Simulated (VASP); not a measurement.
Band structure of BaIrO₃ (space group Pm-3m). Calculation: PBEsol GGA, VASP's PBE PAW potentials (set 64) (plane waves; VASP).

Unless said otherwise, spin-orbit coupling is left out, though it shifts the bands of the heavy elements here.

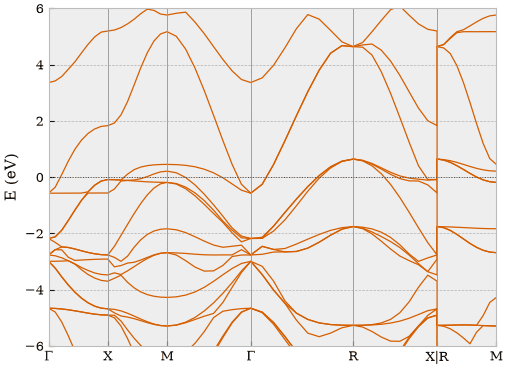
Fig. 1. Bands along high-symmetry lines, zero at the valence-band maximum or, without a gap, the Fermi level

Problem. Read the plot: is there a gap, and where are the band edges?

Solution. It has no gap at this level: it comes out as a metal or semimetal.

The structure comes from a measured BaIrO3 entry of the Crystallography Open Database, whose conditions weren't checked. The cell was not relaxed at this level. The electron count is odd and the run is not spin-polarised, which forces a metal.
